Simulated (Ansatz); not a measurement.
**BH₇NPSi: geometry and vibrations**

The task is to find a stationary geometry of BH₇NPSi, then compute its harmonic vibrations to see whether it is a minimum and to get the zero-point energy and entropy, and look at its orbitals and charge.

Method: RKS PBE0-D4/def2-TZVP; program: Ansatz 0.2.0, Gaussian basis.

The runs, in order: relaxation at PBE-D4/def2-SVP; relaxation at PBE0-D4/def2-TZVP; harmonic vibrations at the same level; a single point in def2-TZVPP for the fields.

**1. Starting geometry**

SMILES `NPB[SiH3]`, 11 atoms, charge 0, spin multiplicity 1.

Atoms are counted from 1 here; the program's logs count them from 0.

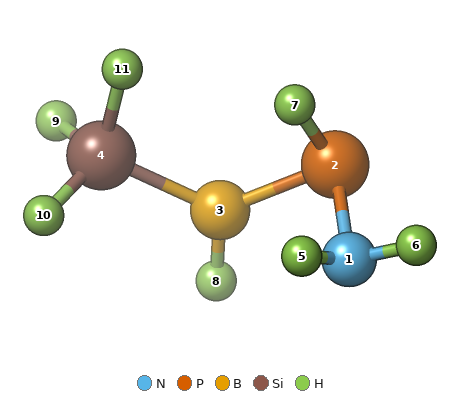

The starting geometry (nitrogen blue, phosphorus orange, boron amber, silicon brown, hydrogen green); atoms are numbered from 1 in the order of the file.

As a file:

```xyz
11
BH7NPSi
N    -0.2558    2.2127   -0.2415
P    -1.2274    0.8139   -0.8143
B     0.2990   -0.3277   -0.9070
Si    0.6544   -1.7482    0.3935
H     0.0929    2.0336    0.6722
H    -1.0022    3.0379   -0.1153
H    -1.6090    0.4089    0.5229
H     1.1794   -0.1419   -1.7430
H     0.6574   -3.0284   -0.2687
H     1.8335   -1.5327    1.1596
H    -0.5568   -1.7850    1.3622
```

The start is a force-field geometry with small random shifts, so a cheaper pass at PBE-D4/def2-SVP comes first.

**2. Relaxation at PBE-D4/def2-SVP (cheap first pass)**

in.yaml reads:

```yaml
crystal:
  periodic: [false, false, false]
  atoms:
    - {symbol: N, position_ang: [-0.255800, 2.212700, -0.241500]}
    - {symbol: P, position_ang: [-1.227400, 0.813900, -0.814300]}
    - {symbol: B, position_ang: [0.299000, -0.327700, -0.907000]}
    - {symbol: Si, position_ang: [0.654400, -1.748200, 0.393500]}
    - {symbol: H, position_ang: [0.092900, 2.033600, 0.672200]}
    - {symbol: H, position_ang: [-1.002200, 3.037900, -0.115300]}
    - {symbol: H, position_ang: [-1.609000, 0.408900, 0.522900]}
    - {symbol: H, position_ang: [1.179400, -0.141900, -1.743000]}
    - {symbol: H, position_ang: [0.657400, -3.028400, -0.268700]}
    - {symbol: H, position_ang: [1.833500, -1.532700, 1.159600]}
    - {symbol: H, position_ang: [-0.556800, -1.785000, 1.362200]}
basis:
  gaussian: {orbitals: def2-SVP}
hamiltonian: {xc: pbe, dispersion: d4}
relax: {f_tol: 0.03, max_steps: 200}
```

Command:

```
$ ansatz run in.yaml --threads 2 --pin off --events-out ev --progress --plain --max-ram 4352MiB
```

Standard output (excerpt; [...] marks lines left out):

```text
Functional definition: PBE
  name "PBE"
  cite "Perdew, Burke & Ernzerhof, Phys. Rev. Lett. 77, 3865 (1996) doi:10.1103/PhysRevLett.77.3865"
  parent pbe
[...]
1135 factors; their error is unknown
[...]
mean field -19426.10917814 eV, -713.8963448070 hartree, gradient 2.5e-5 eV, S^2 0.000000; 0 other end points of the search recorded, 0 dependent functions left out
[...]
reference -19426.10921600 eV, -713.8963461983 hartree; 24, 24 occupied and 75, 75 virtual orbitals, 1135 factors
relax step   1: F+E_penalty+E_count = -19426.34991547 eV  Δ(F+E_penalty+E_count) = +0.000e0 eV  max|allowed force component| = 2.726e0 eV/Å  Δτ_max = 0.0000 Å  (28 SCF iters, accepted)
[...]
relax step   4: F+E_penalty+E_count = -19427.15852842 eV  Δ(F+E_penalty+E_count) = -1.110e-1 eV  max|allowed force component| = 1.107e0 eV/Å  Δτ_max = 0.1950 Å  (29 SCF iters, accepted)
[...]
relax step   7: F+E_penalty+E_count = -19427.35466535 eV  Δ(F+E_penalty+E_count) = -1.808e-2 eV  max|allowed force component| = 8.021e-1 eV/Å  Δτ_max = 0.1997 Å  (30 SCF iters, accepted)
[...]
relax step  10: F+E_penalty+E_count = -19427.39300802 eV  Δ(F+E_penalty+E_count) = -1.076e-3 eV  max|allowed force component| = 2.372e-1 eV/Å  Δτ_max = 0.0670 Å  (29 SCF iters, accepted)
[...]
relax step  14: F+E_penalty+E_count = -19427.39701708 eV  Δ(F+E_penalty+E_count) = -1.441e-4 eV  max|allowed force component| = 8.382e-3 eV/Å  Δτ_max = 0.0084 Å  (24 SCF iters, accepted)
1135 factors; their error is unknown
[...]
mean field -19427.16743636 eV, -713.9352350793 hartree, gradient 2.4e-5 eV, S^2 0.000000; 1 other end points of the search recorded, 0 dependent functions left out
[...]
reference -19427.16747569 eV, -713.9352365244 hartree; 24, 24 occupied and 75, 75 virtual orbitals, 1135 factors
Total energy: -19427.39705640 eV, -713.9436734599 hartree
Atom 0 at    -0.604785     2.498998    -0.494680 Å, force    -0.004683    -0.008382    -0.002532 eV/Å
Atom 1 at    -0.783871     0.836717    -0.172975 Å, force    -0.000411     0.004828    -0.002761 eV/Å
Atom 2 at     0.610619    -0.262188    -0.515968 Å, force    -0.002480     0.000132     0.002476 eV/Å
Atom 3 at     0.552868    -2.085029     0.328586 Å, force    -0.002003    -0.006971    -0.000913 eV/Å
Atom 4 at    -0.000969     3.047792     0.123228 Å, force     0.004569     0.003232     0.004508 eV/Å
Atom 5 at    -1.458224     3.007874    -0.737311 Å, force    -0.000900     0.000738    -0.002311 eV/Å
Atom 6 at    -1.345828     0.602787     1.128572 Å, force    -0.000717     0.001895     0.001422 eV/Å
Atom 7 at     1.417699     0.057637    -1.364684 Å, force     0.002621     0.000008     0.000705 eV/Å
Atom 8 at     0.568589    -3.201701    -0.686412 Å, force     0.001488     0.002670    -0.001855 eV/Å
Atom 9 at     1.769125    -2.272197     1.206332 Å, force     0.000026    -0.000410    -0.001401 eV/Å
Atom 10 at    -0.659822    -2.287590     1.205912 Å, force     0.002490     0.002260     0.002663 eV/Å
Dipole moment:    -0.243842     0.646846     0.180882 e Å
```

It took 29 s on 2 threads of Arm Neoverse V1, shared host.

Along the way: (the energy doesn't fall at every step)

```csv
step,energy from step 1 (eV),largest force component (eV/Å)
1,0.0000,2.7264
2,-0.5382,1.4798
3,-0.6976,1.0960
4,-0.8086,1.1073
5,-0.9092,1.1111
6,-0.9867,0.6187
7,-1.0048,0.8021
8,-0.9971,0.8779
9,-1.0420,0.0971
10,-1.0431,0.2372
11,-1.0462,0.0614
12,-1.0470,0.0422
13,-1.0467,0.0327
14,-1.0471,0.0084
```

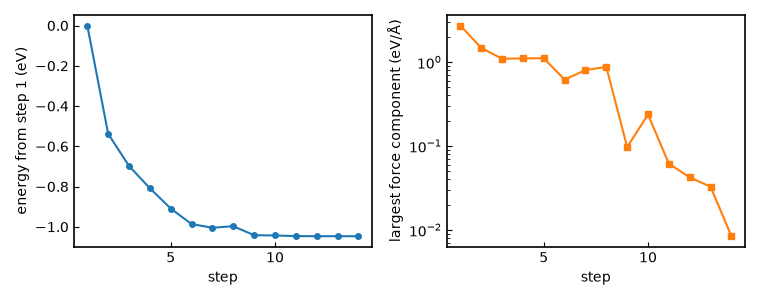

Energy and largest force along the relaxation.

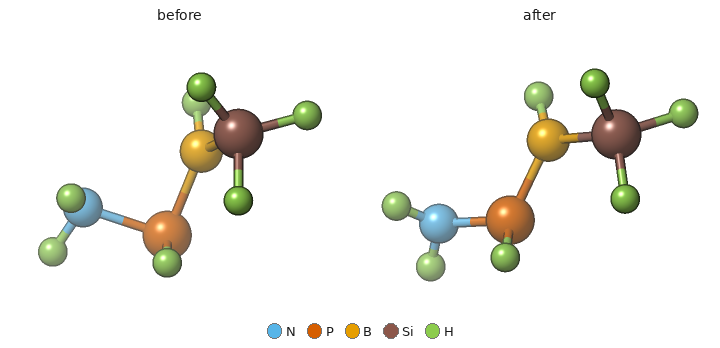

The geometry before (left) and after (right).

Close pairs (by a distance rule), those that changed most:

```csv
bond,before (Å),after (Å),change (Å)
P2–B3,1.908,1.808,-0.100
N1–H6,1.120,1.023,-0.097
N1–P2,1.797,1.703,-0.094
Si4–H10,1.423,1.512,+0.089
Si4–H9,1.441,1.509,+0.068
B3–Si4,1.958,2.010,+0.051
Si4–H11,1.551,1.510,-0.041
N1–H5,0.994,1.024,+0.029
```

**3. Relaxation at PBE0-D4/def2-TZVP**

in.yaml reads:

```yaml
crystal:
  periodic: [false, false, false]
  atoms:
    - {symbol: N, position_ang: [-0.604785, 2.498998, -0.494680]}
    - {symbol: P, position_ang: [-0.783871, 0.836717, -0.172975]}
    - {symbol: B, position_ang: [0.610619, -0.262188, -0.515968]}
    - {symbol: Si, position_ang: [0.552868, -2.085029, 0.328586]}
    - {symbol: H, position_ang: [-0.000969, 3.047792, 0.123228]}
    - {symbol: H, position_ang: [-1.458224, 3.007874, -0.737311]}
    - {symbol: H, position_ang: [-1.345828, 0.602787, 1.128572]}
    - {symbol: H, position_ang: [1.417699, 0.057637, -1.364684]}
    - {symbol: H, position_ang: [0.568589, -3.201701, -0.686412]}
    - {symbol: H, position_ang: [1.769125, -2.272197, 1.206332]}
    - {symbol: H, position_ang: [-0.659822, -2.287590, 1.205912]}
basis:
  gaussian: {orbitals: def2-TZVP}
hamiltonian: {xc: pbe0, dispersion: d4}
relax: {f_tol: 0.005, max_steps: 150}
```

Launched as before.

Standard output (excerpt; [...] marks lines left out):

```text
Functional definition: PBE0
  name "PBE0"
  cite "Adamo & Barone, J. Chem. Phys. 110, 6158 (1999) doi:10.1063/1.478522"
  cite "Perdew, Burke & Ernzerhof, Phys. Rev. Lett. 77, 3865 (1996) doi:10.1103/PhysRevLett.77.3865"
  parent pbe
[...]
1182 factors; their error is unknown
[...]
mean field -19437.80290369 eV, -714.3260812946 hartree, gradient 3.1e-5 eV, S^2 0.000000; 0 other end points of the search recorded, 0 dependent functions left out
[...]
reference -19437.80294031 eV, -714.3260826402 hartree; 24, 24 occupied and 154, 154 virtual orbitals, 1182 factors
relax step   1: F+E_penalty+E_count = -19437.99762703 eV  Δ(F+E_penalty+E_count) = +0.000e0 eV  max|allowed force component| = 5.313e-1 eV/Å  Δτ_max = 0.0000 Å  (27 SCF iters, accepted)
[...]
Atom 1 at    -0.780097     0.826232    -0.174908 Å, force     0.000183    -0.000692     0.000434 eV/Å
Atom 2 at     0.615813    -0.253933    -0.510965 Å, force     0.000120     0.000567     0.000566 eV/Å
Atom 3 at     0.544441    -2.069923     0.327764 Å, force    -0.000032     0.000049    -0.000509 eV/Å
Atom 4 at    -0.016458     3.019231     0.121144 Å, force     0.000468     0.000005     0.000258 eV/Å
Atom 5 at    -1.445510     2.968331    -0.754262 Å, force     0.000245    -0.000059     0.000071 eV/Å
Atom 6 at    -1.296235     0.602503     1.120396 Å, force    -0.000103     0.000044    -0.000269 eV/Å
Atom 7 at     1.423207     0.054987    -1.333700 Å, force     0.000226    -0.000051    -0.000187 eV/Å
Atom 8 at     0.543961    -3.160798    -0.687229 Å, force    -0.000141    -0.000296     0.000321 eV/Å
Atom 9 at     1.750181    -2.260079     1.186267 Å, force     0.000173     0.000007    -0.000189 eV/Å
Atom 10 at    -0.654536    -2.252581     1.195126 Å, force    -0.000198     0.000006     0.000052 eV/Å
Dipole moment:    -0.187918     0.610130     0.160172 e Å
```

Run time: 50 s. Hardware: 2 threads of Arm Neoverse V1, shared host.

Step by step:

```csv
step,energy from step 1 (eV),largest force component (eV/Å)
1,0.0000,0.5313
2,-0.0402,0.2211
3,-0.0442,0.0876
4,-0.0448,0.0403
5,-0.0454,0.0558
6,-0.0457,0.0284
7,-0.0457,0.0227
8,-0.0458,0.0168
9,-0.0458,0.0059
10,-0.0458,0.0009
```

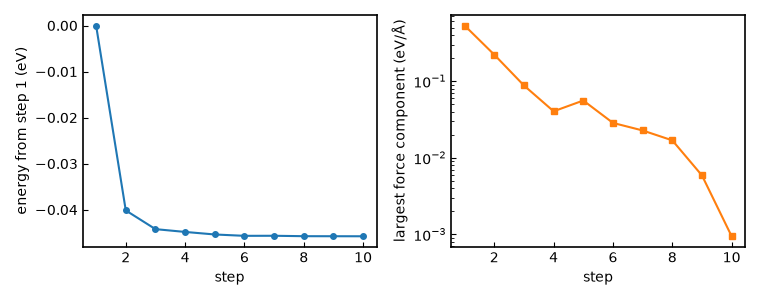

Energy and largest force along the relaxation.

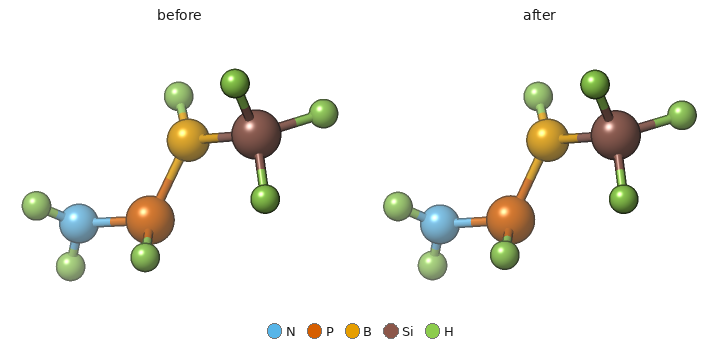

Before and after, at one scale.

Distances of close pairs at the start and the end, largest changes first:

```csv
bond,before (Å),after (Å),change (Å)
N1–P2,1.703,1.677,-0.026
P2–H7,1.437,1.412,-0.025
B3–H8,1.214,1.193,-0.021
Si4–H11,1.510,1.491,-0.019
Si4–H10,1.512,1.492,-0.019
Si4–H9,1.509,1.490,-0.019
N1–H5,1.024,1.007,-0.016
N1–H6,1.023,1.007,-0.016
```

Mulliken charges at the end point, from the run's report:

```csv
atom,value (e)
N1,-0.57
P2,0.06
B3,-0.04
Si4,0.00
H5,0.25
H6,0.25
H7,0.07
H8,0.05
H9,-0.02
H10,-0.03
H11,-0.03
```

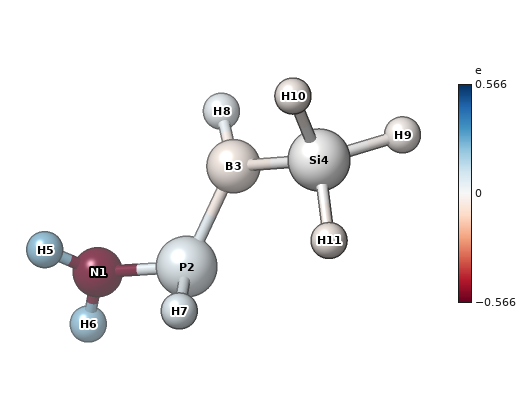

Mulliken charges at the end point, from the run's report, as colours on the atoms.

**4. Force constants and modes**

in.yaml reads:

```yaml
crystal:
  periodic: [false, false, false]
  atoms:
    - {symbol: N, position_ang: [-0.619365, 2.469129, -0.469032]}
    - {symbol: P, position_ang: [-0.780097, 0.826232, -0.174908]}
    - {symbol: B, position_ang: [0.615813, -0.253933, -0.510965]}
    - {symbol: Si, position_ang: [0.544441, -2.069923, 0.327764]}
    - {symbol: H, position_ang: [-0.016458, 3.019231, 0.121144]}
    - {symbol: H, position_ang: [-1.445510, 2.968331, -0.754262]}
    - {symbol: H, position_ang: [-1.296235, 0.602503, 1.120396]}
    - {symbol: H, position_ang: [1.423207, 0.054987, -1.333700]}
    - {symbol: H, position_ang: [0.543961, -3.160798, -0.687229]}
    - {symbol: H, position_ang: [1.750181, -2.260079, 1.186267]}
    - {symbol: H, position_ang: [-0.654536, -2.252581, 1.195126]}
basis:
  gaussian: {orbitals: def2-TZVP}
hamiltonian: {xc: pbe0, dispersion: d4}
phonons: {temperatures: {t_min: 298.15, t_max: 900, t_step: 200}}
```

Same command.

Standard output (excerpt; [...] marks lines left out):

```text
Functional definition: PBE0
  name "PBE0"
  cite "Adamo & Barone, J. Chem. Phys. 110, 6158 (1999) doi:10.1063/1.478522"
  cite "Perdew, Burke & Ernzerhof, Phys. Rev. Lett. 77, 3865 (1996) doi:10.1103/PhysRevLett.77.3865"
  parent pbe
[...]
1182 factors; their error is unknown
[...]
mean field -19437.84711646 eV, -714.3277060840 hartree, gradient 2.8e-5 eV, S^2 0.000000; 0 other end points of the search recorded, 0 dependent functions left out
[...]
reference -19437.84715283 eV, -714.3277074204 hartree; 24, 24 occupied and 154, 154 virtual orbitals, 1182 factors
[...]
1182 factors; their error is unknown
mean field -19437.84694448 eV, -714.3276997636 hartree, gradient 1.2e-6 eV, S^2 0.000000; 0 other end points of the search recorded, 0 dependent functions left out
[...]
reference -19437.84698085 eV, -714.3277011002 hartree; 24, 24 occupied and 154, 154 virtual orbitals, 1182 factors
[...]
Atom 4 at    -0.016458     3.019231     0.121144 Å, force     0.000463    -0.000002     0.000255 eV/Å
Atom 5 at    -1.445510     2.968331    -0.754262 Å, force     0.000268    -0.000079     0.000079 eV/Å
Atom 6 at    -1.296235     0.602503     1.120396 Å, force    -0.000104     0.000041    -0.000265 eV/Å
Atom 7 at     1.423207     0.054987    -1.333700 Å, force     0.000231    -0.000048    -0.000192 eV/Å
Atom 8 at     0.543961    -3.160798    -0.687229 Å, force    -0.000142    -0.000307     0.000311 eV/Å
Atom 9 at     1.750181    -2.260079     1.186267 Å, force     0.000173     0.000007    -0.000189 eV/Å
Atom 10 at    -0.654536    -2.252581     1.195126 Å, force    -0.000187     0.000007     0.000043 eV/Å
Dipole moment:    -0.187918     0.610130     0.160170 e Å
Vibrations: 95.03 114.27 145.62 205.68 303.60 386.99 417.83 494.70 526.92 688.51 718.24 802.83 869.52 907.12 928.46 943.67 950.68 973.05 1040.14 1599.74 2195.93 2202.49 2207.49 2432.40 2649.53 3590.72 3692.01 cm⁻¹, zero-point energy 1.988902 eV
```

It took 3.4 min on 2 threads of Arm Neoverse V1, shared host.

Motions are named by where the mode's potential energy lies. Wavenumbers, unscaled:

```csv
mode,cm⁻¹,motion
1,95,torsion with bend
2,114,torsion with bend
3,146,torsion
4,206,torsion with bend
5,304,bend with torsion
6,387,torsion
7,418,torsion
8,495,bend
9,527,bend with torsion
10,689,Si–B stretch with bend
11,718,torsion
12,803,bend with B–P stretch
13,870,bend with P–N stretch
14,907,bend with P–N stretch
15,928,bend with torsion
16,944,bend with torsion
17,951,bend
18,973,bend
19,1040,bend
20,1600,bend
21,2196,Si–H stretch
22,2202,Si–H stretch
23,2207,Si–H stretch
24,2432,P–H stretch
25,2650,B–H stretch
26,3591,N–H stretch
27,3692,N–H stretch
```

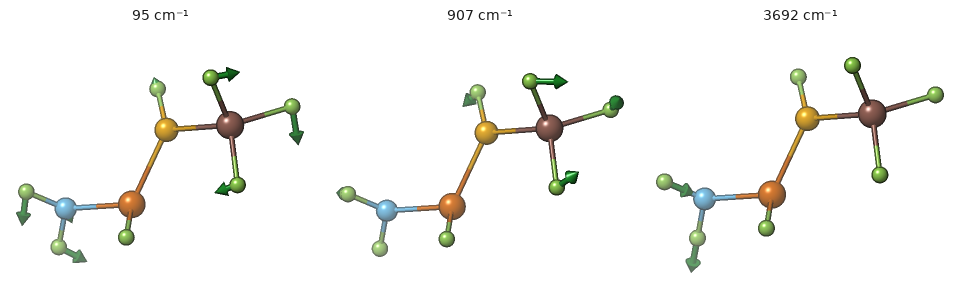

Displacements of 3 modes, as arrows.

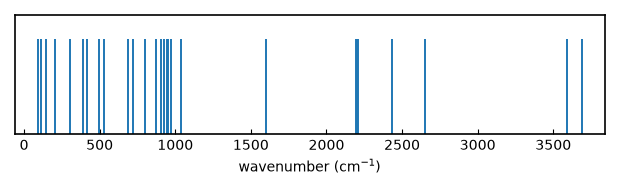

The harmonic wavenumbers as sticks (no intensities were computed).

From these modes and the moments of inertia (298.15 K, 1 bar, symmetry number 1):

```csv
term,value
zero-point energy,191.9 kJ/mol
H(298) − E,214.3 kJ/mol
"entropy, translation",165.1 J/(mol K)
"entropy, rotation",109.9 J/(mol K)
"entropy, vibration",74.4 J/(mol K)
"entropy, total",349.5 J/(mol K)
```

**5. A single point for the fields**

Edit in.yaml of step 4 so:

```diff
@@ -15,4 +15,4 @@
 basis:
-  gaussian: {orbitals: def2-TZVP}
+  gaussian: {orbitals: def2-TZVPP}
 hamiltonian: {xc: pbe0, dispersion: d4}
-phonons: {temperatures: {t_min: 298.15, t_max: 900, t_step: 200}}
+output: {orbitals: {seedname: orbitals}}
```

Same command.

Standard output:

```text
Functional definition: PBE0
  name "PBE0"
  cite "Adamo & Barone, J. Chem. Phys. 110, 6158 (1999) doi:10.1063/1.478522"
  cite "Perdew, Burke & Ernzerhof, Phys. Rev. Lett. 77, 3865 (1996) doi:10.1103/PhysRevLett.77.3865"
  parent pbe
  parameter a = 0.25
  parameter kappa = 0.804
  parameter beta = 0.06672455060314922
  exchange = (1 - a)*pbe_x(kappa = kappa, mu = beta*pi^2/3) + a*exact_x
  correlation = pbe_c(beta = beta)
1328 factors; their error is unknown
mean field evaluation 1: about -19431.2480 eV, gradient 5.6e1 eV
mean field evaluation 2: about -19425.6477 eV, gradient 7.2e1 eV
mean field evaluation 4: about -19437.8766 eV, gradient 2.9e0 eV
mean field evaluation 8: about -19437.9025 eV, gradient 7.7e-2 eV
mean field evaluation 16: about -19437.9226 eV, gradient 7.5e-5 eV
mean field -19437.92255628 eV, -714.3304784461 hartree, gradient 7.5e-5 eV, S^2 0.000000; 0 other end points of the search recorded, 0 dependent functions left out
reference -19437.92259250 eV, -714.3304797771 hartree; 24, 24 occupied and 220, 220 virtual orbitals, 1328 factors
Total energy: -19438.11887454 eV, -714.3376930091 hartree
```

It took 4.6 s on 2 threads of Arm Neoverse V1, shared host; peak memory 0.54 GiB.

Orbitals, density, ELF and potential are computed afterwards from the orbital file.

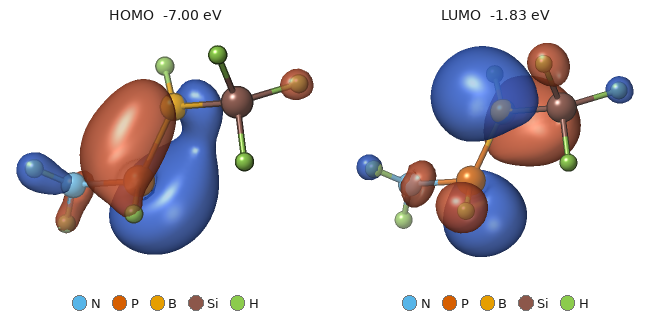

Frontier orbitals at PBE0-D4/def2-TZVPP; each surface holds 70 % of the orbital's density, blue and red mark the sign.

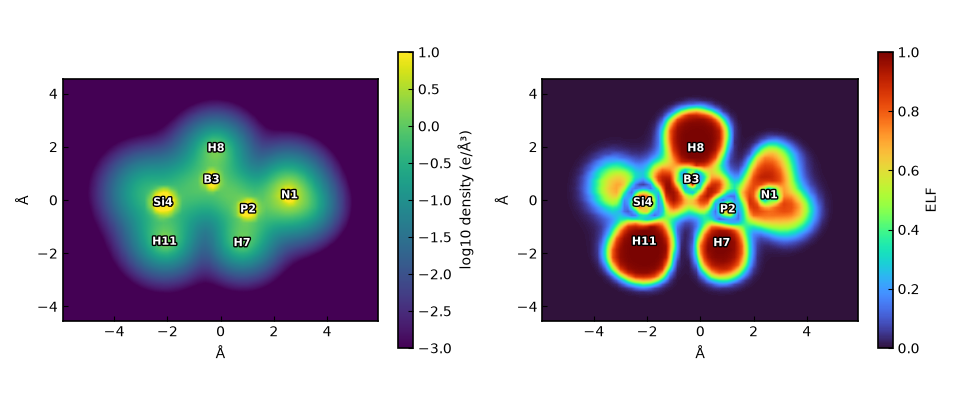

Density (left) and ELF (right) in a plane through or near 7 of the atoms.

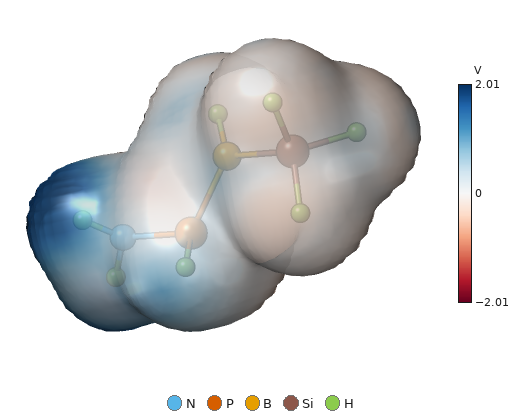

Electrostatic potential on the surface of density 0.002 e/bohr³; red is low, blue high. It runs, from the 1st to the 99th percentile, from -0.77 V near N1 to 2.01 V near H5.

**6. Results**

| quantity | value |
| --- | --- |
| point group | C1 |
| steps | 14 + 10 |
| shift from the start (rms) | 0.666 Å |
| total energy | -19438.0434 eV |
| dispersion term | -196 meV |
| dipole moment | 3.16 D |
| lowest, highest wavenumber | 95, 3692 cm⁻¹ |
| zero-point energy | 191.9 kJ/mol |
| entropy at 298.15 K | 349.5 J/(mol K) |
| HOMO, LUMO | -7.00, -1.83 eV |

What this shows: The relaxed geometry lies 0.67 Å (rms) from the start; the bond that changed most is N1–P2, from 1.797 to 1.677 Å. All wavenumbers are real, so the end point is a minimum. The stiffest mode, 3692 cm⁻¹, is an N–H stretch, and 3 modes under 200 cm⁻¹ make the vibrational entropy uncertain. Harmonic hybrid wavenumbers usually lie a few per cent above measured fundamentals. The largest Mulliken charge, -0.57 e, sits on N1. The HOMO lies mostly on P2 55 %; B3 20 % and the LUMO on B3 44 %; P2 20 %.
